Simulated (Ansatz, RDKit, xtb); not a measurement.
# C4H8Si2: ranking a sample of isomers

Which of a sample of isomers of C4H8Si2 is the most stable in the gas at 298.15 K, and what are its properties? The sample is small against all isomers, and the most stable one of this formula need not be in it.

The funnel: GFN2-xTB relaxations, single points with a density functional, relaxations at PBE-D3(BJ)/def2-SVP, harmonic vibrations (at GFN2-xTB), and a last energy at a higher level. All values are calculated.

### Step 1. Candidates

Isomers were taken from a list of plausible structures; this is a sample, not all of them. That gives 3 candidates.

```tsv
label	SMILES	spin
c220	[SiH3]C1=C[SiH2]C=C1	singlet
c322	[SiH3][SiH]1C=CC=C1	singlet
c731	[SiH3]C1=CC=C[SiH2]1	singlet
```

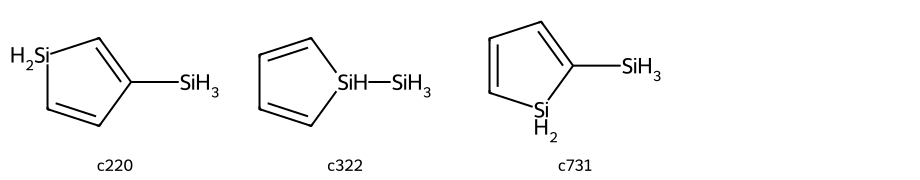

Structural formulas of the candidates.

Candidates are built by distance geometry, with a force field where one applies, in up to four conformers (letters a to d).

### Step 2. First filter: tight binding

All 3 starts are relaxed the same way. One of them, c220a (taken from a list of positional isomers, embedded by distance geometry and MMFF94), in full:

File start.xyz:

```xyz
14
c220a
C     -1.101876    -1.938161     0.686455
C     -0.233746    -1.587887     1.691739
C      0.360448    -0.609011    -0.620613
C     -0.703214    -1.403528    -0.649671
Si    -2.566450    -3.105757     0.885896
Si     1.127743    -0.420637     1.051809
H     -3.663714    -2.304921     1.522160
H     -2.198857    -4.215713     1.763207
H     -2.999448    -3.580290    -0.435981
H     -0.260357    -1.830081     2.706095
H      2.443100    -1.052937     1.123195
H      0.958625     0.964911     1.556305
H      0.736101    -0.122018    -1.491832
H     -1.339164    -1.654875    -1.496529
```

Run with:

```
$ xtb start.xyz --gfn 2 --opt
```

The log of the run (excerpt; [...] marks lines left out):

```text
* xtb version 6.7.1
[...]
          :  # basis functions                  44          :
[...]
          :  # electrons                        32          :
[...]
          :  Hamiltonian                  GFN2-xTB          :
[...]
          :  net charge                          0          :
          :  unpaired electrons                  0          :
[...]
   *** convergence criteria satisfied after 14 iterations ***
[...]
   *** GEOMETRY OPTIMIZATION CONVERGED AFTER 23 ITERATIONS ***
[...]
   *** convergence criteria satisfied after 3 iterations ***
[...]
         ::                     SUMMARY                     ::
         :::::::::::::::::::::::::::::::::::::::::::::::::::::
         :: total energy             -16.026478358989 Eh    ::
         :: gradient norm              0.000579287630 Eh/a0 ::
         :: HOMO-LUMO gap              2.836502972431 eV    ::
         ::.................................................::
         :: SCC energy               -16.279268152306 Eh    ::
         :: -> isotropic ES            0.024966454759 Eh    ::
         :: -> anisotropic ES          0.005852883444 Eh    ::
         :: -> anisotropic XC          0.011390196397 Eh    ::
         :: -> dispersion             -0.011463028997 Eh    ::
         :: repulsion energy           0.252789793317 Eh    ::
         :: add. restraining           0.000000000000 Eh    ::
         :: total charge               0.000000000000 e     ::
         :::::::::::::::::::::::::::::::::::::::::::::::::::::
[...]
        16        2.0000           -0.3712027             -10.1009 (HOMO)
        17                         -0.2669631              -7.2644 (LUMO)
[...]
     #   Z          covCN         q      C6AA      α(0)
     1   6 C        2.943    -0.103    30.602     9.073
     2   6 C        2.823    -0.144    31.681     9.223
     3   6 C        2.802    -0.147    31.766     9.233
     4   6 C        3.029    -0.038    28.918     8.821
     5  14 Si       3.652     0.442    98.938    19.070
     6  14 Si       3.787     0.445    98.238    18.964
     7   1 H        0.917    -0.105     5.743     3.748
     8   1 H        0.918    -0.112     6.003     3.832
     9   1 H        0.918    -0.106     5.783     3.761
    10   1 H        0.926     0.011     2.880     2.654
    11   1 H        0.918    -0.084     5.047     3.514
    12   1 H        0.918    -0.084     5.047     3.514
    13   1 H        0.926     0.017     2.784     2.609
    14   1 H        0.925     0.010     2.892     2.659
[...]
     #   Z sym  total        # sym  WBO       # sym  WBO       # sym  WBO
 ---------------------------------------------------------------------------
     1   6 C    3.964 --     2 C    1.840     4 C    1.107     5 Si   0.898
     2   6 C    3.968 --     1 C    1.840    10 H    0.983     6 Si   0.901
                             3 C    0.126
     3   6 C    3.969 --     4 C    1.875    13 H    0.979     6 Si   0.903
                             2 C    0.126
     4   6 C    3.989 --     3 C    1.875     1 C    1.107    14 H    0.969
     5  14 Si   3.646 --     1 C    0.898     8 H    0.895     9 H    0.895
                             7 H    0.894
     6  14 Si   3.645 --     3 C    0.903     2 C    0.901    11 H    0.880
                            12 H    0.880
     7   1 H    0.989 --     5 Si   0.894
     8   1 H    0.987 --     5 Si   0.895
     9   1 H    0.987 --     5 Si   0.895
[...]
molecular dipole:
                 x           y           z       tot (Debye)
 q only:        0.267       0.107       0.202
   full:        0.129       0.082       0.040       0.400
molecular quadrupole (traceless):
[...]
          | TOTAL ENERGY              -16.026478358989 Eh   |
          | GRADIENT NORM               0.000579287630 Eh/α |
          | HOMO-LUMO GAP               2.836502972431 eV   |
           -------------------------------------------------
[...]
```

Wall time 0.16 s (2 threads of Intel Xeon 6975P-C (Granite Rapids), shared host).

### Step 3. Distinct minima at GFN2-xTB

3 of the 3 relaxations converged. 3 distinct structures remain:

```tsv
label	start	SMILES after	spin	energy (kcal/mol)
c731a	drawn	[SiH3]C1=CC=C[SiH2]1	singlet	0.0
c220a	drawn	[SiH3]C1=C[SiH2]C=C1	singlet	0.9
c322a	drawn	[SiH3][SiH]1C=CC=C1	singlet	7.2
```

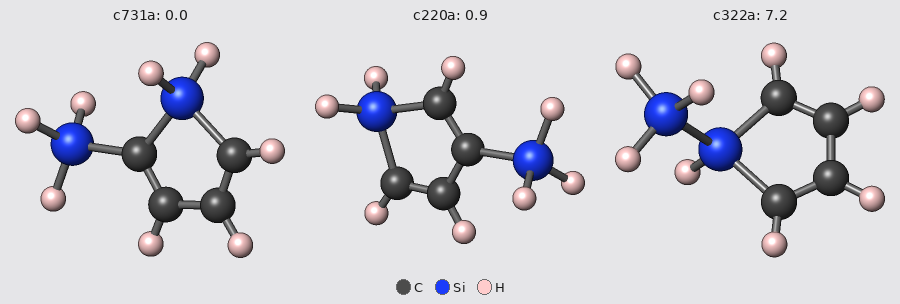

The 3 lowest minima that did not fall apart, with their GFN2-xTB energies in kcal/mol.

### Step 4. Screening with a density functional

A choice of the minima (the low ones first, few conformers of a pattern, up to a cap) and the lowest that fell apart get a single point at r2SCAN-D4/def2-SVP on the tight-binding geometry, and one at HF/STO-3G for comparison. The lowest singlets are also tried as triplets at the same geometry (label ending in t). The first, c731a:

File input.yaml:

```yaml
basis:
  gaussian:
    orbitals: def2-SVP
crystal:
  periodic: [false, false, false]
  atoms:
    - {symbol: C, position_ang: [-0.867914, -1.950190, 0.915870]}
    - {symbol: C, position_ang: [0.464415, -1.783856, 1.017496]}
    - {symbol: C, position_ang: [1.102428, -0.878218, 0.076999]}
    - {symbol: C, position_ang: [0.296322, -0.286265, -0.813545]}
    - {symbol: Si, position_ang: [-1.872140, -3.070553, 2.028891]}
    - {symbol: Si, position_ang: [-1.472997, -0.864639, -0.520273]}
    - {symbol: H, position_ang: [-2.897633, -2.278031, 2.715185]}
    - {symbol: H, position_ang: [-1.003105, -3.709320, 3.021057]}
    - {symbol: H, position_ang: [-2.525558, -4.101268, 1.215347]}
    - {symbol: H, position_ang: [1.072614, -2.287609, 1.757483]}
    - {symbol: H, position_ang: [2.171590, -0.719759, 0.129467]}
    - {symbol: H, position_ang: [0.664311, 0.403179, -1.554634]}
    - {symbol: H, position_ang: [-2.024157, -1.634053, -1.636108]}
    - {symbol: H, position_ang: [-2.370948, 0.209444, -0.094586]}
scf:
  lower_state_search: off
hamiltonian:
  xc: {name: r2SCAN}
  dispersion: d4
output: {orbitals: {seedname: orbitals}}
```

Run with:

```
$ ansatz run input.yaml --threads 2 --pin off --max-ram 5220MiB --events-out events.jsonl --progress --plain --runs-dir runs
```

The log of the run (excerpt; [...] marks lines left out):

```text
Warning: RAYON_NUM_THREADS=2 ignored (pool sized by the plan → 2); use --threads N
Functional definition: r2SCAN
  name "r2SCAN"
[...]
1488 factors; their error is unknown
[...]
mean field -20020.21423981 eV, -735.7293031243 hartree, gradient 9.4e-6 eV, S^2 0.000000; 0 other end points of the search recorded, 0 dependent functions left out
reference -20020.21425202 eV, -735.7293035731 hartree; 30, 30 occupied and 102, 102 virtual orbitals, 1488 factors
Total energy: -20020.31486504 eV, -735.7330010335 hartree
Checks for a lower state left out: stability, starts, cluster_reference, orbital_swaps, neighbouring_geometries, increment
```

Run time: 1.7 s. Hardware: 2 threads of Intel Xeon 6975P-C (Granite Rapids), shared host.

Relative energies in kcal/mol, each column from its lowest structure that stays in one piece:

```tsv
label	SMILES	spin	GFN2-xTB	HF/STO-3G	r2SCAN-D4/def2-SVP
c731a	[SiH3]C1=CC=C[SiH2]1	singlet	0.0	2.0	0.0
c322a	[SiH3][SiH]1C=CC=C1	singlet	7.2	0.0	0.9
c220a	[SiH3]C1=C[SiH2]C=C1	singlet	0.9	2.8	3.8
c731at	[SiH3]C1=CC=C[SiH2]1	triplet	–	–	57.2
c322at	[SiH3][SiH]1C=CC=C1	triplet	–	–	60.1
c220at	[SiH3]C1=C[SiH2]C=C1	triplet	–	–	61.1
```

### Step 5. Third filter: density-functional geometries

3 candidates are relaxed at PBE-D3(BJ)/def2-SVP (chosen among the lowest in one piece). The first, c731a:

Edit input.yaml of step 4 so:

```diff
@@ -1,4 +1 @@
-basis:
-  gaussian:
-    orbitals: def2-SVP
 crystal:
@@ -20,7 +17,11 @@
     - {symbol: H, position_ang: [-2.370948, 0.209444, -0.094586]}
+basis:
+  gaussian:
+    orbitals: def2-SVP
+hamiltonian:
+  xc: {name: PBE}
+  dispersion: d3bj
 scf:
   lower_state_search: off
-hamiltonian:
-  xc: {name: r2SCAN}
-  dispersion: d4
-output: {orbitals: {seedname: orbitals}}
+relax:
+  f_tol: 0.006
```

Run with:

```
$ ansatz run input.yaml --threads 2 --pin off --max-ram 5220MiB --events-out events.jsonl --progress --plain --runs-dir runs
```

The log of the run (excerpt; [...] marks lines left out):

```text
Warning: RAYON_NUM_THREADS=2 ignored (pool sized by the plan → 2); use --threads N
[...]
Functional definition: PBE
  name "PBE"
[...]
1488 factors; their error is unknown
[...]
mean field -20010.15772719 eV, -735.3597331021 hartree, gradient 3.6e-6 eV, S^2 0.000000; 0 other end points of the search recorded, 0 dependent functions left out
[...]
reference -20010.15776838 eV, -735.3597346157 hartree; 30, 30 occupied and 102, 102 virtual orbitals, 1488 factors
relax step   1: F+E_penalty+E_count = -20010.55202781 eV  Δ(F+E_penalty+E_count) = +0.000e0 eV  max|allowed force component| = 1.551e0 eV/Å  Δτ_max = 0.0000 Å  (19 SCF iters, accepted)
[...]
relax step   5: F+E_penalty+E_count = -20010.74428922 eV  Δ(F+E_penalty+E_count) = -4.887e-5 eV  max|allowed force component| = 1.788e-2 eV/Å  Δτ_max = 0.0036 Å  (24 SCF iters, accepted)
[...]
Atom 5 at    -1.430519    -0.862215    -0.515518 Å, force    -0.000124    -0.000446     0.000422 eV/Å
Atom 6 at    -2.953725    -2.306131     2.767839 Å, force     0.000708    -0.000197     0.000724 eV/Å
Atom 7 at    -0.982983    -3.737934     3.049686 Å, force     0.000182     0.000248    -0.000806 eV/Å
Atom 8 at    -2.585456    -4.152875     1.240943 Å, force     0.000016    -0.000110     0.000482 eV/Å
Atom 9 at     1.085823    -2.297357     1.777081 Å, force    -0.000988     0.000671    -0.000879 eV/Å
Atom 10 at     2.210964    -0.702617     0.120631 Å, force    -0.000724    -0.000352     0.000507 eV/Å
Atom 11 at     0.703201     0.452251    -1.606351 Å, force     0.000738     0.000337    -0.000283 eV/Å
Atom 12 at    -2.041453    -1.628934    -1.658625 Å, force    -0.000437    -0.000036    -0.001241 eV/Å
Atom 13 at    -2.391742     0.224169    -0.110967 Å, force    -0.000768     0.000959    -0.000640 eV/Å
Dipole moment:     0.206582     0.108687    -0.083222 e Å
Checks for a lower state left out: stability, starts, cluster_reference, orbital_swaps, neighbouring_geometries, increment
```

Run time: 6.6 s. Hardware: 2 threads of Intel Xeon 6975P-C (Granite Rapids), shared host.

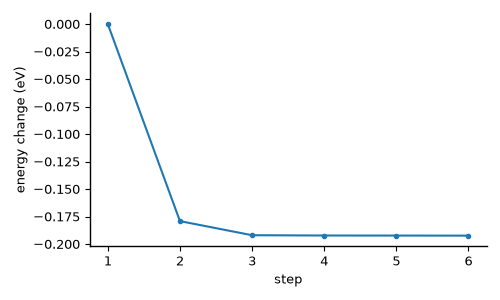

Energy along the run, all evaluated steps.

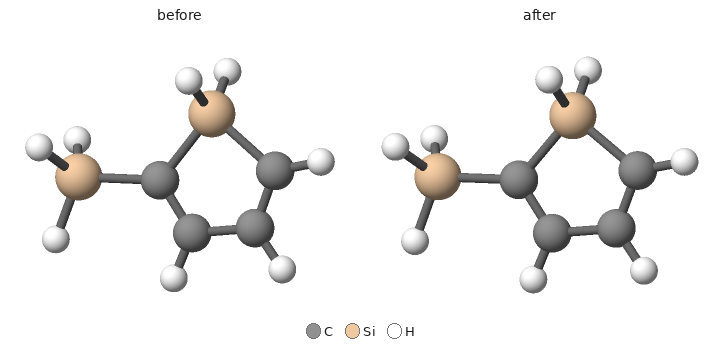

Before and after, at one scale.

After the run. Bond lengths: C1–C2 1.371 Å, C2–C3 1.482 Å, C3–C4 1.363 Å, C1–Si5 1.865 Å, C1–Si6 1.892 Å, C4–Si6 1.883 Å, Si5–H7 1.507 Å, Si5–H8 1.507 Å, Si5–H9 1.507 Å, C2–H10 1.106 Å, C3–H11 1.104 Å, C4–H12 1.099 Å, Si6–H13 1.506 Å, Si6–H14 1.506 Å. Some angles: C1–C2–C3 118.3°, C2–C1–Si5 124.4°, C2–C1–Si6 104.9°, Si5–C1–Si6 130.6°, C2–C3–C4 116.9°, C3–C4–Si6 106.3°, C1–Si6–C4 93.5°, C1–C2–H10 122.8°, C3–C2–H10 118.9°, C2–C3–H11 119.5°.

### Step 6. After refinement

```tsv
label	spin	r2SCAN-D4/def2-SVP (kcal/mol)	PBE-D3(BJ)/def2-SVP, relaxed (kcal/mol)	time
c322a	singlet	0.9	0.0	11 s
c731a	singlet	0.0	1.6	6.6 s
c220a	singlet	3.8	5.0	11 s
```

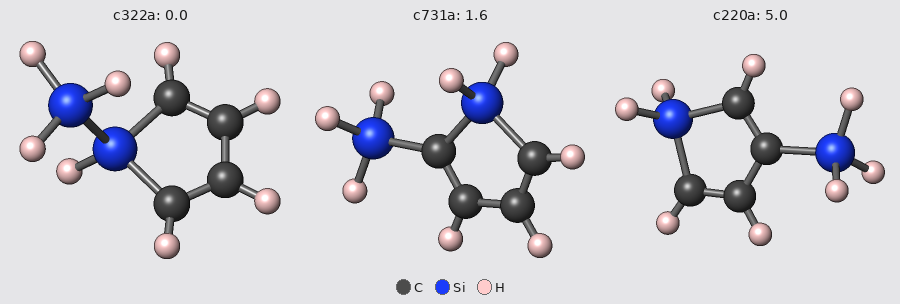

The relaxed structures, with energies at PBE-D3(BJ)/def2-SVP in kcal/mol.

(Part 1 of 2 ends here.)
